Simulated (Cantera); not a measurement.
Input: 1 mol CaCl2, 2.5 mol O2, 1 mol H2, held at 0.133 bar.

Cantera equilibrium calculation (NASA polynomials, part measured and part estimated; ideal gas, pure solids and liquids). Candidate condensed phases: Ca, CaCl2, CaO, Ca(OH)2, H2O; 21 gas species. Mutual solubility and eutectic melting of coexisting phases are not modelled. Condensed phases not in the tables: oxide chlorides. Kinetics and transport are ignored.

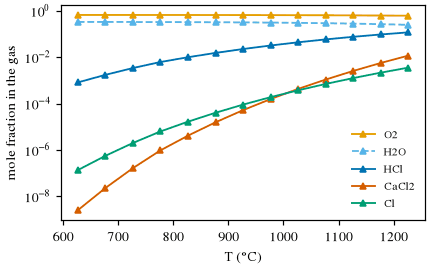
*Equilibrium gas composition (values under 1e-9 drawn at 1e-9)*

### Question
Read off the mole fractions at 627 °C.

### Answer
O2 about 0.67, H2O about 0.33, HCl about 0.00082, Cl about 1.4e-7.
